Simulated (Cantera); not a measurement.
Feed: 1 mol toluene, 1.1 mol O2, 0.64 mol N2, held at 13.3 mbar.

Equilibrium computed with Cantera from the NASA thermochemical tables; the gas is ideal and each condensed phase is pure. Candidate condensed phases: C, C6H6, C7H8, C8H18, H2O; 136 gas species. The numbers say what is thermodynamically allowed, not how fast it happens.

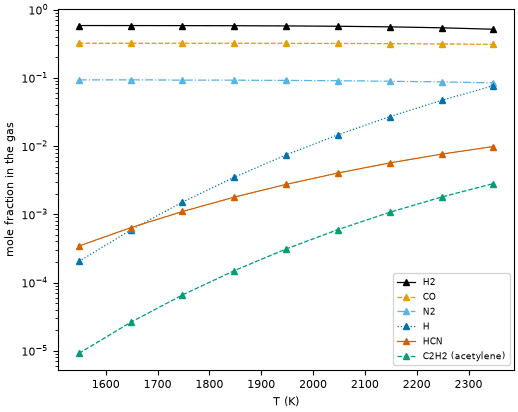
Figure: Equilibrium gas composition (values under 1e-9 drawn at 1e-9)

Q: Read off the mole fractions at 2348 K.

A: H2 about 0.52, CO about 0.31, N2 about 0.085, H about 0.077, HCN about 0.0099, C2H2 (acetylene) about 0.0028.
